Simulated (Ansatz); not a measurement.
Input file:

```
crystal:
  periodic: [false, false, false]
  atoms:
    - symbol: O
      position_ang: [-0.172873, -0.805684, 0.082208]
    - symbol: O
      position_ang: [-1.485243, 1.162655, -0.223012]
    - symbol: Si
      position_ang: [-1.564058, -0.434618, -0.863894]
    - symbol: Si
      position_ang: [-0.115206, 0.773960, 0.700370]
    - symbol: H
      position_ang: [1.103293, 1.525192, 0.305718]
    - symbol: H
      position_ang: [-0.342043, 0.849959, 2.165844]
basis:
  gaussian:
    orbitals: def2-TZVPD
output: {forces: true, orbitals: {seedname: orbitals}}
hamiltonian:
  xc: {name: PBE0}
```

Run with:

```sh
ansatz run input.yaml --threads 1 --pin off --max-ram 2610MiB --events-out events.jsonl --progress --plain --runs-dir runs
```

Geometry: r2SCAN-D4/def2-SVP.

Level of theory: isolated molecule in a Gaussian basis; Kohn-Sham density functional theory, functional PBE0 (Ansatz).

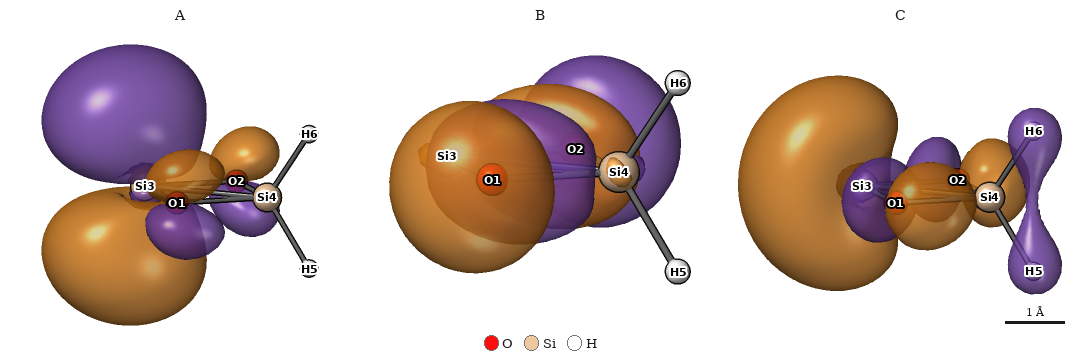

H$_{2}$O$_{2}$Si$_{2}$. Three frontier orbitals at ±0.08 Å⁻³ᐟ² (orange and purple are the two phases), in no order.

Q: Which picture is the HOMO−1, the HOMO and the LUMO?

A: B is the HOMO−1 (−9.42 eV). Its weight (Hirshfeld) is mainly on O1 (about 45 %) and O2 (about 45 %); largely a combination of lone pairs on O1 and O2. C is the HOMO (−7.80 eV). By Hirshfeld shares it lies mainly on Si3 (about 70 %), O1 (about 10 %) and O2 (about 10 %). A is the LUMO (−1.84 eV). It lies mainly on Si3 (about 80 %), O1 (about 5 %) and O2 (about 5 %).

Q: What is the HOMO–LUMO gap?

A: 5.96 eV between the orbital energies.
